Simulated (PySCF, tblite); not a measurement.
**C₃H₆F₂Si+ (doublet): geometry, infrared bands and EPR parameters**

What infrared bands and EPR parameters should C₃H₆F₂Si+ (doublet) (`FC[C+](F)[CH][SiH3]`) show?

Computed with tblite 0.8.0 and PySCF 2.14.0, with density-fitted response routines of our own, on a single molecule in the gas phase. Atoms count from 0, in the outputs and in this text.

**1. Starting geometry**

12 atoms, charge 1, multiplicity 2; geometry from: force field or distance geometry start.

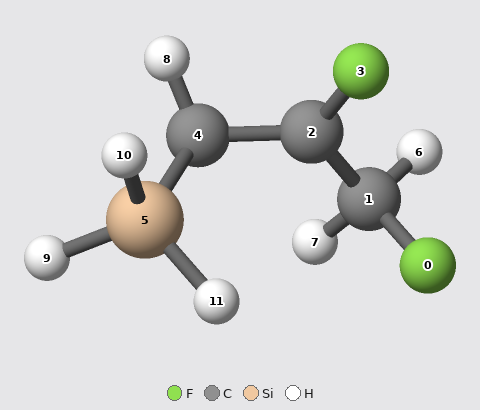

As it starts; fluorine green, carbon grey, silicon light orange, hydrogen white, atoms numbered.

**2. Relaxing the molecule with GFN2-xTB**

The job: settings as JSON, then the geometry in Å.

```
{"job": {"kind": "relax", "xc": "GFN2-xTB", "basis": "xTB"}, "charge": 1, "multiplicity": 2}
F     -1.735500     1.342100     1.198500
C     -1.832600     0.434500     0.141700
C     -0.716500    -0.570600     0.356300
F     -0.650700    -1.328500     1.470600
C      0.291100    -0.685100    -0.730700
Si     1.839400     0.267300    -0.306300
H     -2.812000    -0.073600     0.171800
H     -1.705000     0.942500    -0.824200
H      0.553600    -1.732700    -0.884000
H      2.452500     0.646200    -1.579400
H      2.756400    -0.655000     0.386900
H      1.560700     1.412300     0.572600
```

Launch:

```sh
$ OMP_NUM_THREADS=1 python probes_run.py task.json out
```

One launch serves the whole session: the jobs run in the order shown.

**Question.** This job is followed by: GFN2-xTB harmonic vibrations, gas phase; UKS B3LYP, pcH-1 on C F H Si, non-relativistic, mean-field spin-orbit, GIAO. What will the session give for the following? strongest single infrared mode (GFN2-xTB); zero-point energy (GFN2-xTB); g(iso) (B3LYP); ⟨S²⟩; largest a(iso) (averaged by class).

**Answer**, as computed:

| quantity | value |
| --- | --- |
| strongest single infrared mode (GFN2-xTB) | 1532 cm⁻¹, 440 km/mol |
| zero-point energy (GFN2-xTB) | 45.8 kcal/mol |
| g(iso) (B3LYP) | 2.00453 |
| ⟨S²⟩ | 0.754 (exact 0.75) |
| largest a(iso) (averaged by class) | 1H on H9, H10, H11, 130.9 MHz |

What this shows: The optimisation took 133 steps and gained 1.716 eV; among the close pairs (by a distance rule), C2–C4 changed most, from 1.487 to 1.352 Å. No mode is imaginary among the 30: a minimum at this level. The strongest single mode, at 1532 cm⁻¹, moves mainly C2 and C4. GFN2-xTB is a fitted tight-binding method: band positions and strengths are rough. Its intensities can rank the bands wrongly. C4 carries the largest spin population, 0.47 e. The isotropic g lies 2.2 ppt above the free-electron value. These values are for one conformer; the search (at its own cheap level) found 2 more, at 0.00, 0.91 kcal/mol (those within 0.05 may be mirror or relabelled copies), and measured spectra average over such forms.
